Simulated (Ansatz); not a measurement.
The compound is CsReF3 (cubic perovskite) (Pm-3m).

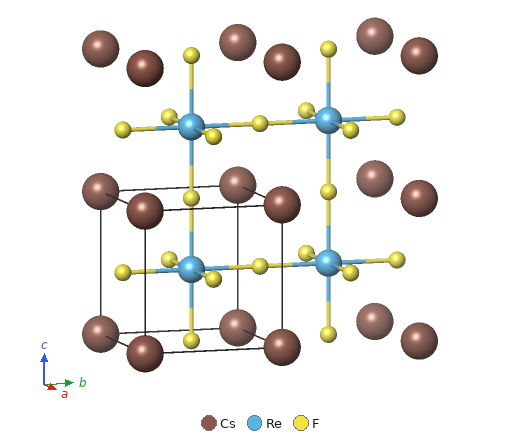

The structure (caesium brown, rhenium blue, fluorine yellow). 1×2×2 cells are drawn. Some periodic images of atoms are drawn too.

The structure was built from a prototype and need not be the compound's stable phase.

```cif
data_structure
_symmetry_space_group_name_H-M 'P 1'
_symmetry_Int_Tables_number 1
_cell_length_a 4.2602
_cell_length_b 4.2602
_cell_length_c 4.2602
_cell_angle_alpha 90.000
_cell_angle_beta 90.000
_cell_angle_gamma 90.000
_cell_volume 77.32
loop_
_atom_site_label
_atom_site_type_symbol
_atom_site_fract_x
_atom_site_fract_y
_atom_site_fract_z
_atom_site_occupancy
Cs1 Cs 0.00000 0.00000 0.00000 1
Re2 Re 0.50000 0.50000 0.50000 1
F3 F 0.50000 0.50000 0.00000 1
F4 F 0.50000 0.00000 0.50000 1
F5 F 0.00000 0.50000 0.50000 1
```

The structure was relaxed with PBEsol. The structure type comes from a generator and need not be one that this composition takes. The structure was generated from a model, not taken from a measurement. The runs that relaxed it are not among those shown. The program's search for lower electronic states was switched off, so nothing shows that the state found is the lowest. Spin-orbit coupling is left out unless a run names it. PAW set soft_2, made with PBE.

A constrained-RPA run (Ansatz 0.2.0; non-magnetic PBEsol; Re t2g, bands v3 to v1, 4×4×4 mesh, medium accuracy) builds 3 functions on bands 1.9 eV wide, with 5.0 electrons in the window. The bare on-site interaction is 12.6 eV and the bare J 0.51 eV.

**Question.** What U and J survive the screening?

On the Re t2g shell, U = 4.30 eV (34 % of the bare value), U′ = 3.54 eV, J = 0.33 eV.

The parent state is non-magnetic and the interaction static (zero frequency); U depends on the window and the orbitals, so it belongs to this model alone. Spin-orbit coupling, which is strong for atoms this heavy, is left out.

[Paths, hosts, dates, memory and timing lines, banners, echoed tables and standing remarks are left out of the program output.]

[Logs are printed without paths, hosts, clocks, repeated set-up lines and the standing remarks that a program may print on its own settings, such as how far it seeks lower states.]

[Runs of the session that timed out or met a known fault of the program may be left out.]

[Hosts, paths, dates, database ids (printed as entryN), source tags and the programs' standing remarks are cut or masked in the printed files.]
